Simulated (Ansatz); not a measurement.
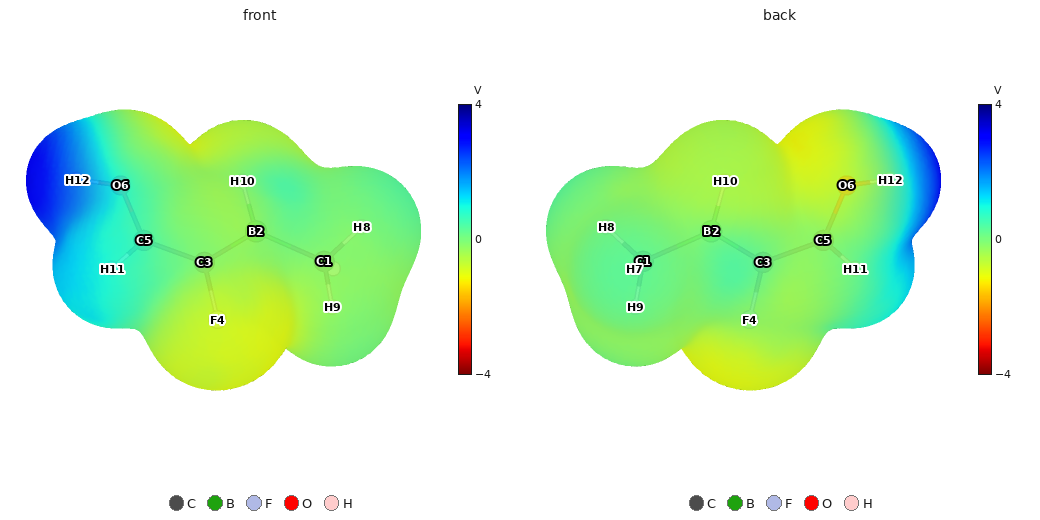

*C3H6BFO. The molecular electrostatic potential painted on the density surface at 0.002 e/bohr³, seen from the front and from behind; red is negative and blue positive.*

Method: RKS BLYP/def2-SVP in Ansatz.

```xyz
12

C     0.3385   -2.0230   -0.0055
B     0.4614   -0.4581   -0.1277
C    -0.7398    0.4937   -0.0035
F    -1.9969   -0.0399    0.2290
C    -0.7437    1.8634   -0.0915
O     0.3745    2.5992   -0.3138
H     0.7372   -2.5060   -0.9279
H     1.0034   -2.3921    0.8091
H    -0.6876   -2.3972    0.1762
H     1.5452    0.0530   -0.3314
H    -1.6989    2.4094    0.0215
H     0.1323    3.5434   -0.3396
```

**Which sites attract a positive test charge, and which a negative one?**

A positive charge is drawn to the negative regions and a negative charge to the positive ones. The most negative region (about −1.1 V, or −25 kcal/mol for a unit charge) lies over O6, the most positive (about +3.1 V, or +71 kcal/mol for a unit charge) over H12. O6 is the likeliest acceptor of a hydrogen bond.
